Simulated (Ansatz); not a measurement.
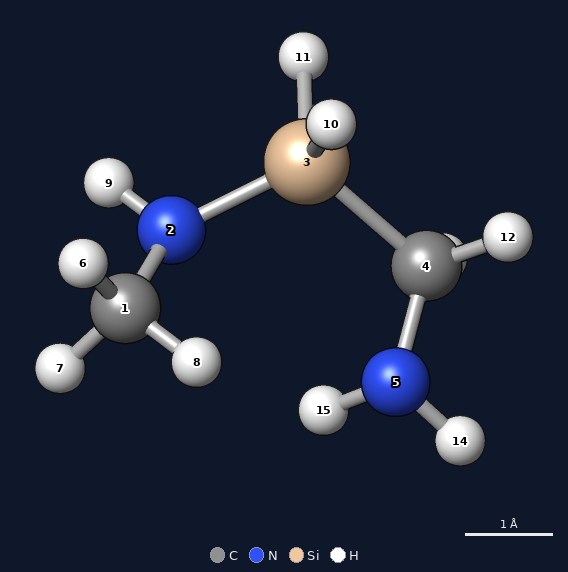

This is the input geometry for a relaxation of C2H10N2Si. A ball-and-stick model, seen at a tilt.

The start comes from PBE-D4/def2-SVP.

These are results of Ansatz 0.2.0, RKS PBE0-D4/def2-TZVP, not measurements.

Input
```yaml
crystal:
  periodic: [false, false, false]
  atoms:
    - {symbol: C, position_ang: [-1.251896, -0.222673, 1.594626]}
    - {symbol: N, position_ang: [0.168296, 0.020490, 1.374153]}
    - {symbol: Si, position_ang: [1.063168, -0.708846, 0.053620]}
    - {symbol: C, position_ang: [0.790672, 0.293292, -1.545294]}
    - {symbol: N, position_ang: [-0.612885, 0.722217, -1.573373]}
    - {symbol: H, position_ang: [-1.476431, -1.173786, 2.137072]}
    - {symbol: H, position_ang: [-1.716508, 0.606265, 2.172619]}
    - {symbol: H, position_ang: [-1.771909, -0.268772, 0.616666]}
    - {symbol: H, position_ang: [0.693446, 0.162454, 2.240358]}
    - {symbol: H, position_ang: [0.638944, -2.139063, -0.201243]}
    - {symbol: H, position_ang: [2.516382, -0.683849, 0.456579]}
    - {symbol: H, position_ang: [0.985433, -0.390707, -2.400680]}
    - {symbol: H, position_ang: [1.549660, 1.114213, -1.627461]}
    - {symbol: H, position_ang: [-0.831977, 1.213942, -2.449245]}
    - {symbol: H, position_ang: [-0.766295, 1.404024, -0.818897]}
basis:
  gaussian: {orbitals: def2-TZVP}
hamiltonian: {xc: pbe0, dispersion: d4}
relax: {f_tol: 0.005, max_steps: 150}
```

Command:
```bash
ansatz run in.yaml --threads 4 --pin off --events-out ev --progress --plain --max-ram 10444MiB
```

Predict the outcome.

H8 moves most after the best rigid fit: 0.29 Å. By element the largest moves are H 0.29 Å, N 0.07 Å, Si 0.06 Å, C 0.06 Å. Among the contacts that change: N2–Si3 1.754 → 1.720 Å, Si3–C4 1.907 → 1.883 Å, Si3–H10 1.513 → 1.492 Å, C1–H6 1.118 → 1.097 Å. Among the angles between lasting bonds that change: Si3–N2–H9 115.7° → 118.0°. Over 11 geometry steps the energy falls by 7.35 kJ/mol. The largest force component goes from 0.74 to 0.0043 eV/Å.

History of the run:

```json
{"step": "0", "E − E(0), kJ/mol": "0.00", "largest force component, eV/Å": "0.7417"}
{"step": "1", "E − E(0), kJ/mol": "-5.98", "largest force component, eV/Å": "0.2857"}
{"step": "2", "E − E(0), kJ/mol": "-6.91", "largest force component, eV/Å": "0.0572"}
{"step": "3", "E − E(0), kJ/mol": "-7.02", "largest force component, eV/Å": "0.0318"}
{"step": "4", "E − E(0), kJ/mol": "-7.18", "largest force component, eV/Å": "0.1338"}
{"step": "5", "E − E(0), kJ/mol": "-7.24", "largest force component, eV/Å": "0.0772"}
{"step": "6", "E − E(0), kJ/mol": "-7.30", "largest force component, eV/Å": "0.0170"}
{"step": "7", "E − E(0), kJ/mol": "-7.32", "largest force component, eV/Å": "0.0126"}
{"step": "8", "E − E(0), kJ/mol": "-7.34", "largest force component, eV/Å": "0.0234"}
{"step": "9", "E − E(0), kJ/mol": "-7.35", "largest force component, eV/Å": "0.0253"}
{"step": "10", "E − E(0), kJ/mol": "-7.35", "largest force component, eV/Å": "0.0124"}
{"step": "11", "E − E(0), kJ/mol": "-7.35", "largest force component, eV/Å": "0.0043"}
```

The structure at the end:

```xyz
15

C    -1.2379   -0.2591    1.6385
N     0.1629   -0.0231    1.3551
Si    1.0105   -0.7148    0.0276
C     0.8213    0.3279   -1.5284
N    -0.5788    0.7343   -1.6333
H    -1.3990   -1.0640    2.3670
H    -1.7276    0.6435    2.0197
H    -1.7547   -0.5411    0.7190
H     0.6973    0.2648    2.1577
H     0.4884   -2.0806   -0.2673
H     2.4488   -0.7919    0.4124
H     1.0751   -0.3060   -2.3855
H     1.5407    1.1621   -1.5288
H    -0.7470    1.2705   -2.4753
H    -0.8218    1.3268   -0.8488
```

The end point in the same view:

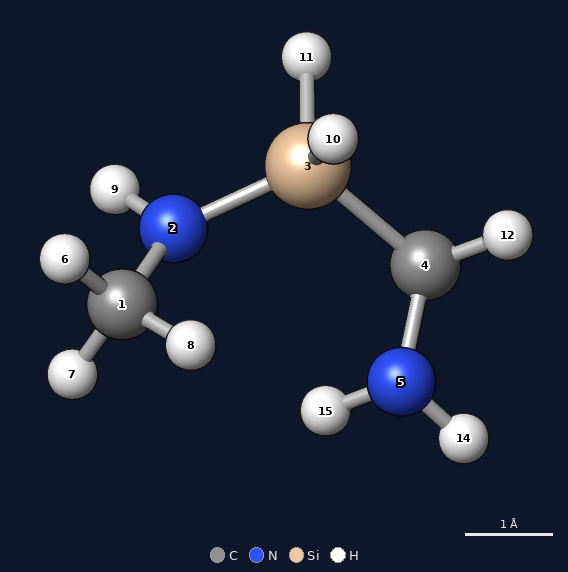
